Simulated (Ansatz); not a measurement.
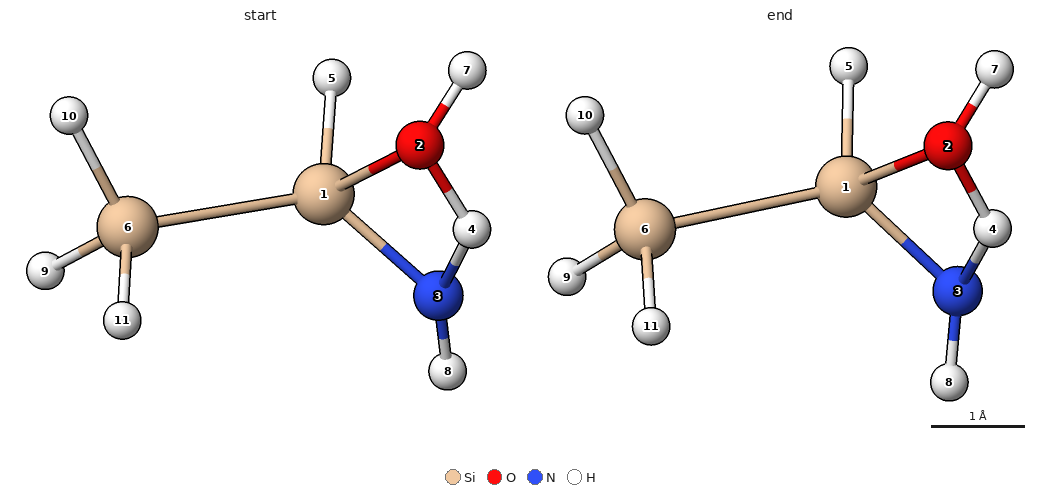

The structure of Si2NH7O before (left) and after (right) a constrained relaxation, at one scale.

The picture is a ball-and-stick view, seen at a tilt.

The reaction that was planned forms O2–H4 and breaks Si1–O2, N3–H4 (atoms numbered from 1 in input order).

These are results of Ansatz, RKS PBE0-D4/def2-SVP, not measurements.

Input
```yaml
crystal:
  periodic: [false, false, false]
  atoms:
    - {symbol: Si, position_ang: [0.268000, 0.344300, -0.519700]}
    - {symbol: O, position_ang: [-0.311000, 1.492100, 0.932500]}
    - {symbol: N, position_ang: [1.728400, 0.780600, 0.127400]}
    - {symbol: H, position_ang: [0.851800, 1.466600, 0.994300]}
    - {symbol: H, position_ang: [-0.281700, 1.112700, -1.659800]}
    - {symbol: Si, position_ang: [-0.865900, -1.625500, -0.176700]}
    - {symbol: H, position_ang: [-0.634800, 2.362900, 0.697800]}
    - {symbol: H, position_ang: [2.648400, 0.420100, -0.066300]}
    - {symbol: H, position_ang: [-0.465900, -2.619200, -1.185700]}
    - {symbol: H, position_ang: [-2.328000, -1.499700, -0.275900]}
    - {symbol: H, position_ang: [-0.609400, -2.235000, 1.132200]}
basis:
  gaussian: {orbitals: def2-SVP}
hamiltonian: {xc: pbe0, dispersion: d4}
relax: {f_tol: 0.04, max_steps: 150, escape_saddle: false, constraints: [{distance: [1, 3]}, {distance: [0, 1]}, {distance: [2, 3]}]}
```

Launched with:
```bash
ansatz run in.yaml --threads 4 --pin off --events-out ev --progress --plain --max-ram 9574MiB
```

> Describe what moved and what it gained.

The atom that moves furthest after the best rigid fit is H8 (0.34 Å). Largest moves by element: H 0.34 Å, N 0.13 Å, Si 0.09 Å, O 0.09 Å. Some distances before and after: Si1–Si6 2.299 → 2.352 Å, Si6–H11 1.466 → 1.494 Å, Si6–H10 1.471 → 1.496 Å, Si1–H5 1.481 → 1.500 Å. Bond angles that change, for instance: Si1–Si6–H11 113.8° → 109.4°, O2–Si1–Si6 104.4° → 107.8°, Si1–O2–H4 74.3° → 70.8°. After 8 accepted moves (10 points after the start) the energy has fallen by 13.8 kJ/mol. The largest force component goes from 0.79 to 0.0049 eV/Å. The line search rejected the trial steps at points 5, 9 of the run.
